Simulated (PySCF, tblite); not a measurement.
# C₃H₆O, a complex of two parts: NMR shifts, interaction energy, spin-spin couplings and core binding energies

Aim: the NMR shifts, interaction energy, spin-spin couplings and core binding energies of `C#C` with `CO`.

Programs: tblite 0.8.0 and PySCF 2.14.0. All values are calculated, for the isolated system unless a continuum is named. Atoms count from 0, parts from 1.

### 1 The system as given

10 atoms, charge 0, multiplicity 1; geometry: rigid parts in contact. Parts: 1 = atoms 0–3, `C#C`, charge 0; 2 = atoms 4–9, `CO`, charge 0.

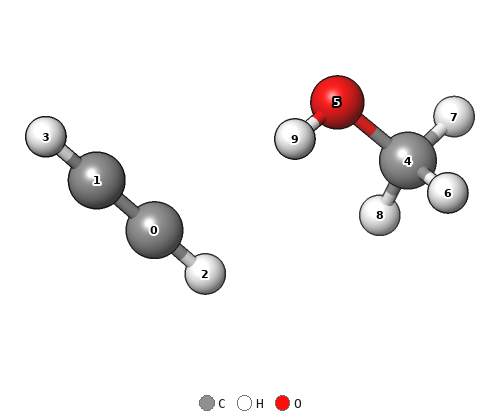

The starting geometry (carbon grey, hydrogen white, oxygen red), atoms numbered.

### 2 Docking the parts with GFN2-xTB

Job settings and geometry (Å):

```
{"job": {"kind": "dock", "xc": "GFN2-xTB", "basis": "xTB"}, "charge": 0, "multiplicity": 1, "parts": [{"atoms": "0-3", "charge": 0, "multiplicity": 1}, {"atoms": "4-9", "charge": 0, "multiplicity": 1}]}
C      0.559869     0.206878     0.002831
C     -0.559832    -0.206978    -0.002842
H      1.544509     0.570714     0.007931
H     -1.544546    -0.570614    -0.007920
C      2.630146     0.762847    -3.144483
O      1.331866     0.223055    -3.111749
H      2.616507     1.836263    -3.362737
H      3.160716     0.246982    -3.942708
H      3.161685     0.597789    -2.200833
H      0.829285     0.656509    -2.414233
```

Method: GFN2-xTB search for minima from random contacts, gas phase.

Command:

```
$ OMP_NUM_THREADS=1 python cluster_run.py task.json out
```

The driver reads the jobs from task.json and runs them one after another.

Standard output:

```text
step      E/eV     max force
  0    -365.56644    0.124
  1    -365.56675    0.099
  2    -365.56689    0.186
  3    -365.56745    0.083
  4    -365.56851    0.105
  5    -365.56887    0.079
  6    -365.56924    0.067
  7    -365.56972    0.080
  8    -365.57050    0.143
  9    -365.57147    0.155
 10    -365.57241    0.101
 11    -365.57308    0.073
 12    -365.57362    0.075
 13    -365.57428    0.107
 14    -365.57497    0.091
 15    -365.57550    0.067
 16    -365.57580    0.053
 17    -365.57603    0.062
 18    -365.57637    0.087
 19    -365.57698    0.117
 20    -365.57830    0.115
 21    -365.57974    0.155
 22    -365.58140    0.170
 23    -365.58423    0.190
 24    -365.58807    0.278
 25    -365.59249    0.263
 26    -365.59555    0.149
 27    -365.59710    0.092
 28    -365.59503    0.489
 29    -365.59909    0.095
 30    -365.60007    0.083
 31    -365.60192    0.217
 32    -365.60362    0.060
 33    -365.60439    0.048
 34    -365.60444    0.165
 35    -365.60529    0.116
 36    -365.60550    0.082
 37    -365.60587    0.053
 38    -365.60621    0.078
 39    -365.60658    0.091
 40    -365.60745    0.083
 41    -365.60815    0.085
 42    -365.60819    0.162
 43    -365.60902    0.116
 44    -365.60941    0.062
 45    -365.60998    0.065
 46    -365.61034    0.054
 47    -365.61078    0.046
 48    -365.61138    0.079
 49    -365.61239    0.083
 50    -365.61334    0.156
 51    -365.60892    0.552
 52    -365.61448    0.084
 53    -365.61498    0.125
 54    -365.61587    0.142
 55    -365.61626    0.097
 56    -365.61660    0.072
 57    -365.61717    0.127
 58    -365.61763    0.128
 59    -365.61812    0.095
 60    -365.61900    0.083
 61    -365.61976    0.076
 62    -365.62116    0.177
 63    -365.62227    0.142
 64    -365.62308    0.134
 65    -365.62337    0.057
 66    -365.62365    0.046
 67    -365.62394    0.047
 68    -365.62420    0.050
 69    -365.62445    0.040
 70    -365.62455    0.027
 71    -365.62458    0.010

distinct minima (kcal/mol above the one taken): 0.00 1.51
by PBE0-D3(BJ)/def2-SVP single points: 0.00 2.61
binding energy -2.237 kcal/mol
```

Wall time 4.3 s (1 thread of Arm Neoverse V1, shared host).

Relaxation path: (the energy doesn't fall at every step)

| step | energy from step 0 (eV) | largest force (eV/Å) |
| --- | --- | --- |
| 0 | 0.0000 | 0.1238 |
| 3 | -0.0010 | 0.0826 |
| 6 | -0.0028 | 0.0673 |
| 9 | -0.0050 | 0.1550 |
| 12 | -0.0072 | 0.0756 |
| 15 | -0.0091 | 0.0672 |
| 18 | -0.0099 | 0.0871 |
| 21 | -0.0133 | 0.1555 |
| 24 | -0.0216 | 0.2782 |
| 27 | -0.0307 | 0.0917 |
| 30 | -0.0336 | 0.0833 |
| 33 | -0.0380 | 0.0485 |
| 36 | -0.0391 | 0.0820 |
| 39 | -0.0401 | 0.0909 |
| 42 | -0.0417 | 0.1618 |
| 45 | -0.0435 | 0.0652 |
| 48 | -0.0449 | 0.0789 |
| 51 | -0.0425 | 0.5521 |
| 54 | -0.0494 | 0.1422 |
| 57 | -0.0507 | 0.1271 |
| 60 | -0.0526 | 0.0837 |
| 63 | -0.0558 | 0.1421 |
| 66 | -0.0572 | 0.0462 |
| 69 | -0.0580 | 0.0400 |
| 71 | -0.0581 | 0.0095 |

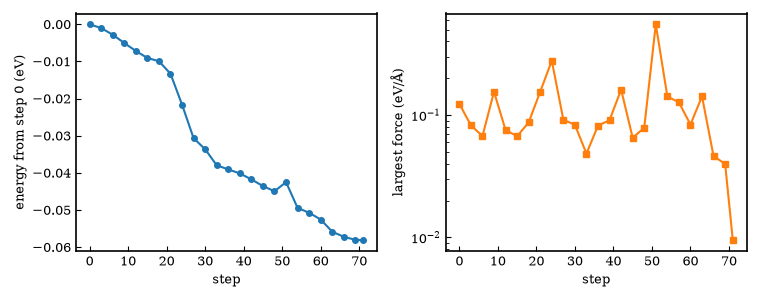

Energy and force, step by step.

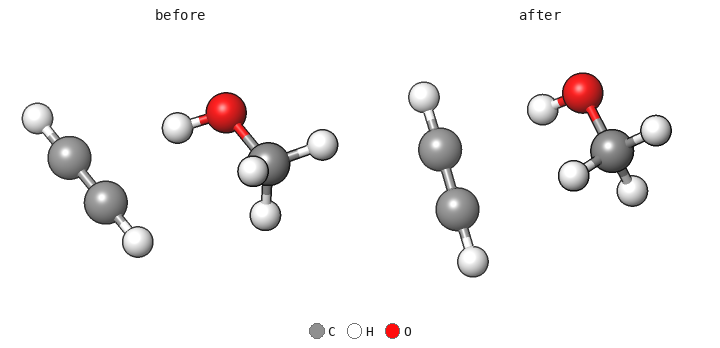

Before and after, at one scale.

Distances of close pairs at the start and the end, largest changes first:

```csv
bond,before (Å),after (Å),change (Å)
O5–H9,0.963,0.967,+0.004
C4–O5,1.406,1.404,-0.002
C0–C1,1.194,1.195,+0.001
C1–H3,1.050,1.050,+0.001
C0–H2,1.050,1.050,+0.000
C4–H8,1.096,1.096,+0.000
C4–H7,1.088,1.088,-0.000
C4–H6,1.095,1.096,+0.000
```

Contacts between the parts in the structure taken on (a selection, picked against the atoms' radii; other short pairs can be missing):

```
  atoms  distance (Å)  kind (by distance and angle)  angle (°)
C1···H9          2.25  inside the van der Waals sum          –
```

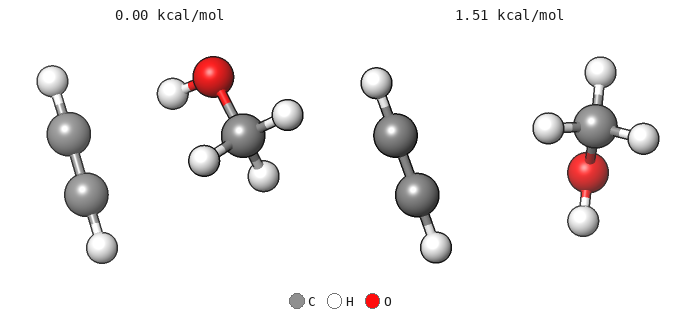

The minima found from 6 starts, with xTB energies counted from the lowest.

### 3 Geometry optimisation at PBE0-D3(BJ)/def2-SVPD

Job settings and geometry (Å):

```
{"job": {"xc": "PBE0", "basis": "def2-SVPD", "d3": "d3bj", "grid": 2, "kind": "geom", "shake": 0.01}, "charge": 0, "multiplicity": 1, "parts": [{"atoms": "0-3", "charge": 0, "multiplicity": 1}, {"atoms": "4-9", "charge": 0, "multiplicity": 1}]}
C      0.769118     0.421045     0.154064
C     -0.260116     0.063434    -0.379827
H      1.612545     0.778253     0.599121
H     -1.113189    -0.261442    -0.826030
C      2.431744     0.698221    -3.067817
O      1.226987     0.006317    -3.225557
H      2.274970     1.697053    -2.629020
H      2.887824     0.822036    -4.052491
H      3.135714     0.163007    -2.399672
H      0.806161    -0.090064    -2.348040
```

Standard output:

```text
step   0  E = -192.68717996  max force = 0.054172
step   1  E = -192.69341697  max force = 0.004915
step   2  E = -192.69349648  max force = 0.001040
step   3  E = -192.69351576  max force = 0.000842
step   4  E = -192.69354679  max force = 0.000530
step   5  E = -192.69355617  max force = 0.000424
optimisation converged
```

Wall time 39 s (1 thread of Arm Neoverse V1, shared host); peak memory 0.57 GiB.

Along the way:

```csv
step,energy from step 0 (eV),largest force component (eV/Å)
0,0.0000,2.7856
1,-0.1697,0.2527
2,-0.1719,0.0535
3,-0.1724,0.0433
4,-0.1733,0.0273
5,-0.1735,0.0218
```

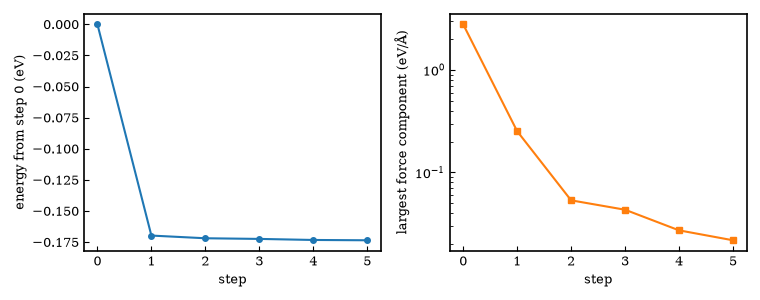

Energy and force, step by step.

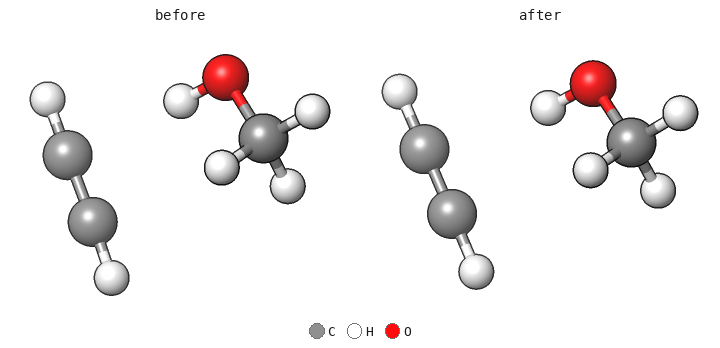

The geometry before (left) and after (right).

Close pairs (by a distance rule), those that changed most:

```
 bond  before (Å)  after (Å)  change (Å)
C1–H3       1.016      1.075      +0.059
C0–H2       1.018      1.075      +0.056
O5–H9       0.978      0.964      -0.014
C4–H7       1.092      1.098      +0.006
C0–C1       1.213      1.209      -0.004
C4–H8       1.108      1.105      -0.003
C4–H6       1.102      1.105      +0.003
C4–O5       1.398      1.401      +0.003
```

The next job starts from the end point, and lists it.

```
                         at the end point                 value
  point group (found at 0.08 Å tolerance)                    C1
rotational constants (GHz, main isotopes)  16.599, 2.754, 2.409
                        dipole moment (D)                  2.00
```

Contacts at the end point (a selection, picked against the atoms' radii; other short pairs can be missing):

```csv
atoms,distance (Å),kind (by distance and angle),angle (°)
C1···H9,2.37,inside the van der Waals sum,–
```

Against the parts relaxed at this level the binding energy is -3.55 kcal/mol, without counterpoise.

### 4 NMR shieldings: PBE0/pcSseg-2

Job settings and geometry (Å):

```
{"job": {"kind": "nmr", "xc": "PBE0", "basis": "pcSseg-2"}, "charge": 0, "multiplicity": 1, "parts": [{"atoms": "0-3", "charge": 0, "multiplicity": 1}, {"atoms": "4-9", "charge": 0, "multiplicity": 1}]}
C      0.646817     0.385340     0.116408
C     -0.402433     0.013329    -0.355625
H      1.577004     0.713905     0.542405
H     -1.337874    -0.318903    -0.768062
C      2.557173     0.748969    -3.063006
O      1.360190     0.029680    -3.174747
H      2.400770     1.768147    -2.665641
H      2.984759     0.841694    -4.070107
H      3.300208     0.234715    -2.426275
H      0.946191    -0.016060    -2.305753
```

Method: GIAO PBE0/pcSseg-2 NMR shielding, non-relativistic, gas phase.

Standard output:

```text
coarse grid: 8064 points
cycle   1  E = -192.8145102535  dE =  1.679e-01  |g| = 6.670e-01  |ddm| = 1.995e+00
cycle   2  E = -192.7411357200  dE =  7.337e-02  |g| = 9.271e-01  |ddm| = 9.229e-01
cycle   3  E = -192.8984261996  dE = -1.573e-01  |g| = 9.696e-02  |ddm| = 5.942e-01
cycle   4  E = -192.9001149788  dE = -1.689e-03  |g| = 2.926e-02  |ddm| = 7.038e-02
cycle   5  E = -192.9002644422  dE = -1.495e-04  |g| = 1.586e-02  |ddm| = 3.238e-02
cycle   6  E = -192.9003205530  dE = -5.611e-05  |g| = 5.065e-03  |ddm| = 1.273e-02
cycle   7  E = -192.9003268535  dE = -6.301e-06  |g| = 5.379e-04  |ddm| = 3.608e-03
final grid: 77064 points
cycle   8  E = -192.8999457307  dE = -6.703e-05  |g| = 7.714e-03  |ddm| = 3.783e-02
cycle   9  E = -192.8999394050  dE =  6.326e-06  |g| = 9.828e-03  |ddm| = 9.737e-03
cycle  10  E = -192.8999580128  dE = -1.861e-05  |g| = 1.072e-03  |ddm| = 4.887e-03
cycle  11  E = -192.8999582229  dE = -2.101e-07  |g| = 2.459e-04  |ddm| = 8.738e-04
cycle  12  E = -192.8999582343  dE = -1.139e-08  |g| = 5.159e-05  |ddm| = 1.601e-04
cycle  13  E = -192.8999582347  dE = -4.266e-10  |g| = 2.858e-05  |ddm| = 5.388e-05
converged SCF energy = -192.8999582347

GIAO shielding tensors (ppm)
atom      isotropic    diamagn.    paramagn.     s11        s22        s33       span
  0 C      105.400     263.143    -157.743     19.884     22.660    273.656    253.772
  1 C      105.158     262.655    -157.497     18.217     21.728    275.529    257.312
  2 H       29.553      32.507      -2.954     23.920     25.560     39.177     15.256
  3 H       29.665      31.725      -2.060     24.018     25.253     39.725     15.706
  4 C      131.888     238.381    -106.493    101.703    111.980    181.982     80.279
  5 O      325.239     388.084     -62.845    278.572    299.829    397.317    118.744
  6 H       27.844      28.803      -0.959     24.249     25.978     33.305      9.057
  7 H       27.898      26.116       1.782     24.674     25.864     33.155      8.481
  8 H       27.908      28.653      -0.746     24.335     25.816     33.571      9.236
  9 H       29.805      32.442      -2.637     17.585     24.148     47.682     30.097

== part 1 alone, relaxed ==
coarse grid: 3416 points
cycle   1  E = -77.2290948853  dE =  9.582e-02  |g| = 3.220e-01  |ddm| = 1.413e+00
cycle   2  E = -77.2333989858  dE = -4.304e-03  |g| = 2.836e-01  |ddm| = 4.137e-01
cycle   3  E = -77.2546086966  dE = -2.121e-02  |g| = 1.525e-02  |ddm| = 2.594e-01
cycle   4  E = -77.2546706912  dE = -6.199e-05  |g| = 1.885e-03  |ddm| = 2.968e-02
cycle   5  E = -77.2546713595  dE = -6.683e-07  |g| = 6.262e-05  |ddm| = 3.462e-03
final grid: 33160 points
cycle   6  E = -77.2566730883  dE = -2.500e-05  |g| = 3.088e-03  |ddm| = 4.043e-02
cycle   7  E = -77.2566736371  dE = -5.489e-07  |g| = 2.793e-03  |ddm| = 6.630e-03
cycle   8  E = -77.2566757384  dE = -2.101e-06  |g| = 1.059e-04  |ddm| = 2.998e-03
cycle   9  E = -77.2566757396  dE = -1.147e-09  |g| = 4.805e-05  |ddm| = 1.299e-04
cycle  10  E = -77.2566757396  dE =  1.371e-11  |g| = 4.779e-05  |ddm| = 5.772e-05
cycle  11  E = -77.2566757401  dE = -5.781e-10  |g| = 5.199e-07  |ddm| = 2.951e-05
converged SCF energy = -77.2566757401

GIAO shielding tensors (ppm)
atom      isotropic    diamagn.    paramagn.     s11        s22        s33       span
  0 C      107.591     261.551    -153.960     21.845     21.845    279.084    257.239
  1 C      107.591     261.551    -153.960     21.844     21.845    279.084    257.239
  2 H       29.920      31.104      -1.185     24.818     24.818     40.124     15.306
  3 H       29.920      31.105      -1.185     24.818     24.818     40.124     15.306

== part 2 alone, relaxed ==
coarse grid: 4656 points
cycle   1  E = -115.5792496910  dE =  5.984e-02  |g| = 5.916e-01  |ddm| = 1.403e+00
cycle   2  E = -115.5018812306  dE =  7.737e-02  |g| = 8.859e-01  |ddm| = 7.479e-01
cycle   3  E = -115.6423310502  dE = -1.404e-01  |g| = 4.733e-02  |ddm| = 4.659e-01
cycle   4  E = -115.6426805377  dE = -3.495e-04  |g| = 1.725e-02  |ddm| = 2.507e-02
cycle   5  E = -115.6427439194  dE = -6.338e-05  |g| = 5.026e-03  |ddm| = 1.153e-02
cycle   6  E = -115.6427492284  dE = -5.309e-06  |g| = 3.275e-04  |ddm| = 2.537e-03
final grid: 43904 points
cycle   7  E = -115.6398052962  dE = -4.332e-05  |g| = 6.414e-03  |ddm| = 1.555e-02
cycle   8  E = -115.6398000532  dE =  5.243e-06  |g| = 8.401e-03  |ddm| = 6.084e-03
cycle   9  E = -115.6398132715  dE = -1.322e-05  |g| = 7.659e-04  |ddm| = 3.520e-03
cycle  10  E = -115.6398133772  dE = -1.058e-07  |g| = 1.938e-04  |ddm| = 4.781e-04
cycle  11  E = -115.6398133847  dE = -7.485e-09  |g| = 1.737e-05  |ddm| = 1.006e-04
cycle  12  E = -115.6398133848  dE = -4.573e-11  |g| = 2.007e-06  |ddm| = 1.046e-05
converged SCF energy = -115.6398133848

GIAO shielding tensors (ppm)
atom      isotropic    diamagn.    paramagn.     s11        s22        s33       span
  0 C      129.937     238.589    -108.651     99.879    107.749    182.184     82.304
  1 O      328.355     382.644     -54.289    286.787    303.343    394.934    108.147
  2 H       27.719      29.136      -1.417     23.947     25.920     33.291      9.344
  3 H       27.856      28.476      -0.619     24.881     25.890     32.798      7.916
  4 H       27.719      29.125      -1.407     23.945     25.921     33.291      9.346
  5 H       31.774      31.237       0.538     22.402     28.534     44.387     21.984
```

It took 28 s on 1 thread of Arm Neoverse V1, shared host; peak memory 0.79 GiB.

No reference compound was run at this level, so shieldings alone are listed.

```csv
atoms,environment,σ (ppm)
C1,"carbon bonded to C, H",105.2
C0,"carbon bonded to C, H",105.4
C4,"carbon bonded to O, 3 H",131.9
H6,hydrogen on a carbon bonded to O,27.84
H7,hydrogen on a carbon bonded to O,27.90
H8,hydrogen on a carbon bonded to O,27.91
H2,hydrogen on a carbon bonded to C,29.55
H3,hydrogen on a carbon bonded to C,29.67
H9,hydrogen on an oxygen bonded to C,29.81
O5,"oxygen bonded to C, H",325.2
```

The run also stored atomic charges by several schemes (e):

```csv
atoms,Mulliken,IAO,Hirshfeld,ESP fit
C0,-0.07,-0.20,-0.07,-0.21
C1,-0.05,-0.20,-0.07,-0.32
C4,0.14,-0.20,-0.06,0.03
O5,-0.42,-0.57,-0.25,-0.56
```

ESP fit charges:

```
atom  value (e)
  C0      -0.21
  C1      -0.32
  H2       0.27
  H3       0.31
  C4       0.03
  O5      -0.56
  H6       0.02
  H7       0.09
  H8       0.02
  H9       0.35
```

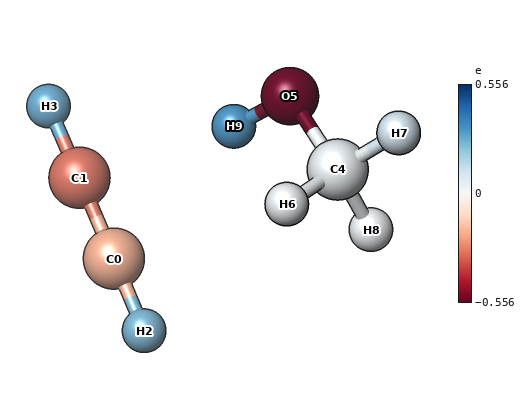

ESP fit charges, as colours on the atoms.

Mayer bond orders: C0–C1 2.71, C4–O5 0.92.

What binding changes (parts relaxed alone, same level, their own basis):

```csv
atom,σ alone (ppm),σ in the cluster,shift on binding (ppm)
O5,328.35,325.24,+3.12
C1,107.59,105.16,+2.43
C0,107.59,105.40,+2.19
C4,129.94,131.89,-1.95
H6,27.72,27.84,-0.12
H9,31.77,29.81,+1.97
H2,29.92,29.55,+0.37
H3,29.92,29.67,+0.25
H8,27.72,27.91,-0.19
```

[end of part 1 of 3]
